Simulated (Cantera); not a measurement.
Charge: 1 mol PH3, 0.2 mol H2O, a varied amount of O2, equilibrated at 2950 K and 100 Torr.

These are equilibrium values from Cantera (NASA tables, ideal gas, pure condensed phases), not measurements of a reactor. Candidate condensed phases: H2O, P, P4O10; 17 gas species. Gases not in the tables: HPO2, HPO3 and P4O6. Kinetics and transport are ignored.

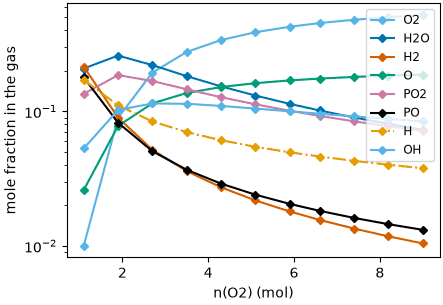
Figure. Equilibrium gas composition (values under 1e-9 drawn at 1e-9)

Q: Read off the mole fractions at 7.4 mol O2.

A: O2 about 0.48, O about 0.18, OH about 0.092, H2O about 0.090, PO2 about 0.084, H about 0.043, PO about 0.016, H2 about 0.013.
